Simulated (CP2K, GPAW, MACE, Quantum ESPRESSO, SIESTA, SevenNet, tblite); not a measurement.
# SIESTA on random packing of 40Si3N4-60SiO2 (mol %) (69 atoms): settings against a plane-wave reference

Wanted: SIESTA inputs and outputs for random packing of 40Si3N4-60SiO2 (mol %) (69 atoms), checked against a plane-wave reference.

Program: SIESTA 5.4.2. Level of theory: the method is named at each step. Results are calculated unless marked as measured.

## (1) The starting structure

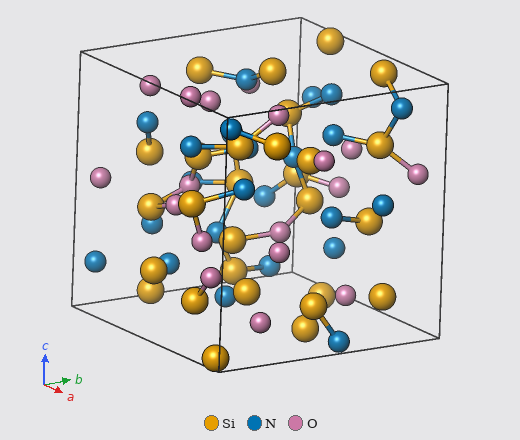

The cell as given, slightly off an axis (silicon orange, nitrogen blue, oxygen pink). Bonds to atoms that aren't drawn are left out. Some periodic images of atoms are drawn too.

The cell holds 69 atoms: 27 Si, 24 N and 18 O. Cell: a = 9.700 Å, b = 9.700 Å, c = 9.700 Å, α = 90.0°, β = 90.0°, γ = 90.0°. 69 atoms (27 Si, 24 N, 18 O) packed at random in a cube at 2.52 g/cm³ and pushed apart as soft spheres, cations and anions kept from their own kind; a start for melting by ab initio MD, not an equilibrated structure. Then every atom was moved at random, 0.03 Å r.m.s. a Cartesian component.

The yardstick, on the same geometry:

* method: Kohn-Sham DFT, PBE, SSSP efficiency 1.3.0 pseudopotentials, plane waves (Quantum ESPRESSO 7.5); sssp-pbe-1.3.0-efficiency, cutoffs 60/480 Ry, Γ point
* r.m.s. force component: 1.567 eV/Å
* longest force: 5.237 eV/Å
* pressure: -19.56 GPa
* time: 5.1 min on 4 MPI ranks of Intel Xeon Platinum 8375C at 2.90GHz (Ice Lake), shared host
* CPU time: 20 min

## (2) PBE, DZP, shift 0.01 Ry, mesh 500 Ry

Method: Kohn-Sham DFT, PBE, PseudoDojo 0.4.1 norm-conserving pseudopotentials (converted to PSML), numerical atomic orbitals (DZP), diagonalisation.

The .psml files are PseudoDojo norm-conserving potentials that we converted to this format, checked against plane waves on the same files for H, C, O, Si, Ge and Ca alone.

input.fdf reads:

```
SystemLabel cell
NumberOfAtoms 69
NumberOfSpecies 3
%block ChemicalSpeciesLabel
  1 14 Si
  2 7 N
  3 8 O
%endblock ChemicalSpeciesLabel
LatticeConstant 1.0 Ang
%block LatticeVectors
  9.70030 0.00000 0.00000
  0.00000 9.70030 0.00000
  0.00000 0.00000 9.70030
%endblock LatticeVectors
PAO.BasisSize DZP
PAO.EnergyShift 0.01 Ry
XC.Functional GGA
XC.Authors PBE
MeshCutoff 500 Ry
%block kgrid_Monkhorst_Pack
  1 0 0 0.0
  0 1 0 0.0
  0 0 1 0.0
%endblock kgrid_Monkhorst_Pack
SolutionMethod diagon
OccupationFunction FD
ElectronicTemperature 580 K
SCF.Mixer.Method Pulay
SCF.Mixer.Weight 0.15
SCF.Mixer.History 8
SCF.Mix Hamiltonian
MaxSCFIterations 300
SCF.DM.Tolerance 1e-04
SCF.H.Tolerance 1.0e-3 eV
WriteForces T
Write.HirshfeldPop T
Write.VoronoiPop T
Write.DM F
Write.H F
XML.Write F
AtomicCoordinatesFormat Fractional
%block AtomicCoordinatesAndAtomicSpecies
  0.24574 0.17845 0.43013 1
  0.72830 0.84559 0.40938 1
  0.23315 0.57358 0.12237 1
  0.95740 0.76272 0.18419 1
  0.16581 0.89242 0.44475 1
  0.66382 0.07950 0.56406 1
  0.06372 0.28737 0.58526 1
  0.46589 0.75083 0.43624 1
  0.47020 0.04825 0.25615 1
  0.45569 0.41210 0.32297 1
  0.15850 0.24910 0.07050 1
  0.44976 0.57190 0.96288 1
  0.21044 0.60189 0.45921 1
  0.73117 0.56992 0.02657 1
  0.95186 0.01556 0.04076 1
  0.78472 0.84550 0.72380 1
  0.74969 0.55430 0.69261 1
  0.67363 0.33670 0.18712 1
  0.63735 0.30784 0.75138 1
  0.30748 0.92760 0.99684 1
  0.71369 0.89962 0.97990 1
  0.73600 0.05904 0.20467 1
  0.35195 0.31360 0.63912 1
  0.97207 0.24956 0.84657 1
  0.12576 0.46058 0.89790 1
  0.92858 0.46990 0.17896 1
  0.31658 0.73958 0.74124 1
  0.47381 0.86491 0.23602 2
  0.27893 0.57064 0.88687 2
  0.55042 0.14347 0.75039 2
  0.03750 0.50207 0.43133 2
  0.98456 0.73247 0.55420 2
  0.15090 0.21357 0.73315 2
  0.23630 0.48993 0.28524 2
  0.39388 0.43154 0.08330 2
  0.17315 0.94768 0.74016 2
  0.89374 0.86497 0.89388 2
  0.03284 0.83888 0.32830 2
  0.85352 0.11660 0.90109 2
  0.19226 0.76418 0.10601 2
  0.94726 0.57799 0.02983 2
  0.32228 0.21588 0.22203 2
  0.80188 0.22103 0.63734 2
  0.11535 0.02231 0.20196 2
  0.74841 0.66138 0.45461 2
  0.43931 0.68952 0.60839 2
  0.46652 0.45888 0.68195 2
  0.63848 0.73077 0.74019 2
  0.44256 0.84887 0.83409 2
  0.19315 0.57306 0.65217 2
  0.07897 0.29964 0.30602 2
  0.84119 0.36512 0.38083 3
  0.42612 0.16907 0.48606 3
  0.52278 0.58210 0.34921 3
  0.64970 0.14093 0.40459 3
  0.86928 0.96549 0.61519 3
[... 9 atom lines left out ...]
  0.06258 0.73256 0.79440 3
  0.69407 0.77381 0.11953 3
  0.85381 0.04838 0.32754 3
  0.28129 0.13139 0.92204 3
%endblock AtomicCoordinatesAndAtomicSpecies
```

The run is started by

```
OMP_NUM_THREADS=1 mpirun -np 2 siesta < input.fdf > output.txt
```

The log of the run:

```text
Version         : 5.4.2
reinit: System Name:
reinit: System Label: cell
initatom: Reading input for the pseudopotentials and atomic orbitals ----------
Species number:   1 Atomic number:   14 Label: Si
Species number:   2 Atomic number:    7 Label: N
Species number:   3 Atomic number:    8 Label: O
Ground state valence configuration (from tables):   3s02  3p02  3d00  4f00
Ground state valence configuration (from tables):   2s02  2p03  3d00  4f00
Ground state valence configuration (from tables):   2s02  2p04  3d00  4f00
---- Processing specs for species: Si
GGA--PBE XC_GGA_X_PBE--XC_GGA_C_PBE pb
---- Processing specs for species: N
GGA--PBE XC_GGA_X_PBE--XC_GGA_C_PBE pb
---- Processing specs for species: O
GGA--PBE XC_GGA_X_PBE--XC_GGA_C_PBE pb
Si pseudopotential only contains V_ls up to l=2 -- lmxkb reset.
N pseudopotential only contains V_ls up to l=1 -- lmxkb reset.
O pseudopotential only contains V_ls up to l=2 -- lmxkb reset.
Using PAO.SplitTailNorm
%block ChemicalSpeciesLabel
    1   14 Si                      # Species index, atomic number, species label
    2    7 N                       # Species index, atomic number, species label
    3    8 O                       # Species index, atomic number, species label
%endblock ChemicalSpeciesLabel
%block PAO.Basis                 # Define Basis set
Si                    2                    # Species label, number of l-shells
 n=3   0   2                         # n, l, Nzeta
   5.392      3.847
   1.000      1.000
 n=3   1   2 P   1                   # n, l, Nzeta, Polarization, NzetaPol
   6.844      4.952
   1.000      1.000
N                     2                    # Species label, number of l-shells
 n=2   0   2                         # n, l, Nzeta
   3.944      2.617
   1.000      1.000
 n=2   1   2 P   1                   # n, l, Nzeta, Polarization, NzetaPol
[...]
O                     2                    # Species label, number of l-shells
 n=2   0   2                         # n, l, Nzeta
[...]
1.000      1.000
 n=2   1   2 P   1                   # n, l, Nzeta, Polarization, NzetaPol
   4.300      2.782
   1.000      1.000
%endblock PAO.Basis
coor:   Atomic-coordinates input format  =     Fractional
siesta: System type = bulk
initatomlists: Number of atoms, orbitals, and projectors:     69   897   912
siesta: ******************** Simulation parameters ****************************
Total number of electrons:   336.000000
Total ionic charge:   336.000000
 Kpoints in:            1 . Kpoints trimmed:            1
siesta: k-grid: Number of k-points = 1
siesta: k-points from Monkhorst-Pack grid
siesta: k-cutoff (effective) =     4.850 Ang
siesta: k-point supercell and displacements
siesta: k-grid:     1     0     0      0.000
siesta: k-grid:     0     1     0      0.000
siesta: k-grid:     0     0     1      0.000
                     ====================================
                        Single-point calculation
                     ====================================
outcell: Unit cell vectors (Ang):
        9.700300    0.000000    0.000000
        0.000000    9.700300    0.000000
        0.000000    0.000000    9.700300
outcell: Cell vector modules (Ang)   :    9.700300    9.700300    9.700300
outcell: Cell angles (23,13,12) (deg):     90.0000     90.0000     90.0000
outcell: Cell volume (Ang**3)        :    912.7577
Gamma-point calculation with multiply-connected orbital pairs
Gamma-point calculation with multiply-connected orbital pairs
Folding of H and S implicitly performed
Folding of H and S implicitly performed
new_DM -- step:     1
Initializing Density Matrix...
Attempting to read DM from file... Failed...
DM filled with atomic data:
InitMesh: MESH = 144 x 144 x 144 = 2985984
InitMesh: Mesh cutoff (required, used) =   500.000   609.055 Ry
stepf: Fermi-Dirac step function
        iscf     Eharris(eV)        E_KS(eV)     FreeEng(eV)     dDmax    Ef(eV) dHmax(eV)
   scf:    1   -17592.854822   -17769.165598   -17769.350659  1.582186 -5.522429 19.374898
   scf:    2   -17367.651735   -17727.313517   -17727.585784  1.188784 -5.023604 47.268190
   scf:    3   -17781.241254   -17854.794455   -17855.075143  1.143625 -5.091463 16.463190
   scf:    4   -17833.555545   -17863.087046   -17863.388653  0.481450 -5.065524 14.949490
   scf:    5   -17867.067431   -17872.336445   -17872.627752  0.288115 -5.057758  4.686191
   scf:    6   -17869.849006   -17873.572561   -17873.886636  0.174820 -5.030548  4.170040
[...]
scf:   32   -17875.143463   -17875.143445   -17875.495683  0.000131 -5.168168  0.003948
   scf:   33   -17875.143437   -17875.143441   -17875.495684  0.000090 -5.168149  0.001057
   scf:   34   -17875.143446   -17875.143444   -17875.495684  0.000049 -5.168117  0.000639
SCF Convergence by DM+H criterion
max |DM_out - DM_in|         :     0.0000487132
max |H_out - H_in|      (eV) :     0.0006393403
SCF cycle converged after 34 iterations
Using DM_out to compute the final energy and forces
siesta: E_KS(eV) =           -17875.1434
siesta: E_KS - E_eggbox =    -17875.1434
siesta: Atomic forces (eV/Ang):
     1    1.906270   -3.472244   -3.756978
     2    1.052544   -2.224647    0.797124
     3    1.151938    1.146983   -0.403266
     4    2.093398    0.937729   -0.531795
     5   -1.223396    0.494384   -0.012639
     6    0.242862    1.151875    1.890998
[...]
67    0.538016    0.010664   -2.598377
    68   -0.410883   -1.810049   -0.996510
    69   -0.792577   -1.540577    2.734064
----------------------------------------
   Tot   -0.003366   -0.004597    0.004705
----------------------------------------
   Max    4.071146
   Res    1.495970    sqrt( Sum f_i^2 / 3N )
----------------------------------------
   Max    4.071146    constrained
Stress tensor Voigt[x,y,z,yz,xz,xy] (kbar):      169.50      214.43      162.30      -29.18        2.97       10.81
(Free)E + p*V (eV/cell)   -17979.2238
Target enthalpy (eV/cell)   -17875.4957
siesta: Program's energy decomposition (eV):
siesta: Ebs     =     -3976.537100
siesta: Eions   =     27871.099517
siesta: Ena     =      5445.722373
siesta: Ekin    =     10628.929415
siesta: Enl     =     -1268.976181
siesta: DEna    =       186.215485
siesta: DUscf   =        17.247679
siesta: Ex      =     -4612.901914
siesta: Ec      =      -400.280783
siesta: Exc     =     -5013.182697
siesta: Eharris =    -17875.143446
siesta: Etot    =    -17875.143444
siesta: FreeEng =    -17875.495684
siesta: Final energy (eV):
siesta:  Band Struct. =   -3976.537100
siesta:       Kinetic =   10628.929415
siesta:       Hartree =    4677.025133
siesta:         Exch. =   -4612.901914
siesta:         Corr. =    -400.280783
siesta:   Exch.-corr. =   -5013.182697
siesta:  Ion-electron =  -18483.541971
siesta:       Ion-ion =   -9684.373323
siesta:         Total =  -17875.143444
siesta:         Fermi =      -5.168117
siesta: Stress tensor (static) (eV/Ang**3):
siesta:     0.105792    0.006749    0.001855
siesta:     0.006749    0.133834   -0.018215
siesta:     0.001855   -0.018215    0.101302
siesta: Cell volume =        912.757684 Ang**3
siesta: Pressure (static):
siesta:                Solid            Molecule  Units
siesta:          -0.00123772         -0.00112501  Ry/Bohr**3
siesta:          -0.11364256         -0.10329372  eV/Ang**3
siesta:        -182.07545545       -165.49479139  kBar
    Orbital volume contribution        =          29.857267 eV
    (Free)E + p_basis*V_orbitals       =      -17845.638417 eV
    (Free)Eharris+ p_basis*V_orbitals  =      -17845.638419 eV
Hirshfeld Atomic Populations:
Atom #   charge [q] valence [e]  Species
     1     0.280966    3.719034  Si
     2     0.192008    3.807992  Si
     3     0.202871    3.797129  Si
     4     0.239766    3.760234  Si
     5     0.269005    3.730995  Si
     6     0.286052    3.713948  Si
[...]
28    -0.206084    5.206084  N
    29    -0.185311    5.185311  N
    30    -0.130875    5.130875  N
    31    -0.101677    5.101677  N
    32    -0.041238    5.041238  N
    33    -0.190732    5.190732  N
[...]
52    -0.179496    6.179496  O
    53    -0.199860    6.199860  O
    54    -0.220094    6.220094  O
    55    -0.192811    6.192811  O
    56    -0.162017    6.162017  O
    57    -0.122707    6.122707  O
[...]
--------------------
 Total    -0.000022
Voronoi Atomic Populations:
Atom #   charge [q] valence [e]  Species
[...]
25     0.333824    3.666176  Si
    26     0.346084    3.653916  Si
    27     0.389049    3.610951  Si
[...]
49    -0.187888    5.187888  N
    50    -0.208792    5.208792  N
    51    -0.094384    5.094384  N
[...]
67    -0.257728    6.257728  O
    68    -0.256152    6.256152  O
    69    -0.235697    6.235697  O
--------------------
 Total    -0.000022
```

Elapsed: 7 min, on 2 MPI ranks of Intel Xeon Platinum 8375C at 2.90GHz (Ice Lake), shared host; peak memory 2.1 GiB; 14 min of CPU time.

Banners, paths, timers and routine set-up lines are dropped from the logs unmarked, and long logs keep their key lines alone; longer cuts are marked.

Compared with the plane-wave run:

```yaml
r_m_s_force_component: 1.496 eV/Å
r_m_s_difference_of_force_components: 209.9 meV/Å
longest_difference_of_force_vectors: 695.9 meV/Å
force_difference_over_r_m_s_force: 13.4 %
slope_of_forces_against_the_reference_s: 0.9465
correlation_of_force_components: 0.9917
pressure: -18.21 GPa
pressure_difference: 1.349 GPa
```

Length of the force difference by element (eV/Å):

```tsv
element	atoms	mean	most
N	24	0.30	0.49
O	18	0.30	0.70
Si	27	0.35	0.63
```

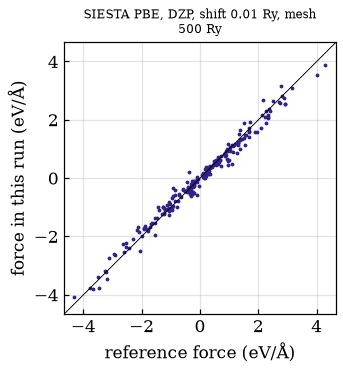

Force components against those of the reference; the line marks equality.

A closer look about N36, whose charge lies farthest from its element's mean: 9 atoms, nearest first, numbered in the order of the input, with positions taken from that point.

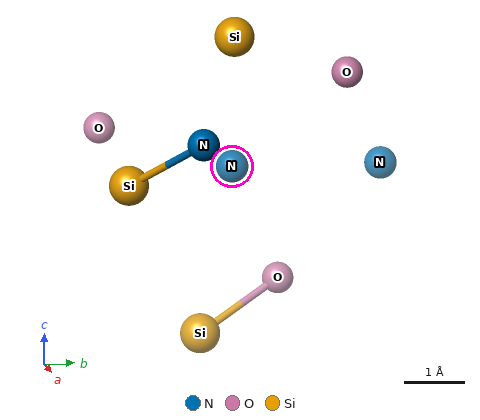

The atoms of the table, within 2.9 Å (arrows a, b, c point along x, y, z); some may hide others; the central atom is ringed.

```tsv
atom	x	y	z	distance (Å)	Hirshfeld charge (e)	Fx	Fy	Fz (eV/Å)
N36	0.00	0.00	0.00	0.00	-0.03	0.44	-3.76	0.38
O59	-0.67	0.90	-2.08	2.36	-0.17	0.89	1.65	-0.61
O66	-1.07	-2.09	0.53	2.40	-0.15	0.92	1.48	-1.11
Si27	1.39	-2.02	0.01	2.45	0.25	-1.96	-0.43	-0.19
N33	-0.22	2.58	-0.07	2.59	-0.19	-1.10	2.06	-0.83
O69	1.05	1.78	1.76	2.72	-0.17	-0.79	-1.54	2.73
Si20	1.30	-0.19	2.49	2.82	0.29	-0.47	0.53	-1.09
Si5	-0.07	-0.54	-2.87	2.92	0.27	-1.22	0.49	-0.01
N49	2.61	-0.96	0.91	2.93	-0.13	-2.63	-0.58	2.17
```

Forces lie 13 % from the reference's, at 0.69 times its CPU time (on 2 against 4 cores).

(Continued in part 2 of 2.)

[Also dropped from logs without a mark: logging warnings of Python, and SIESTA's first energy breakdown and zero terms.]

[Logs are printed without paths, hosts, clocks, repeated set-up lines and the standing remarks that a program may print on its own settings, such as how far it seeks lower states.]

[Hosts, paths, dates, database ids (printed as entryN), source tags and the programs' standing remarks are cut or masked in the printed files.]
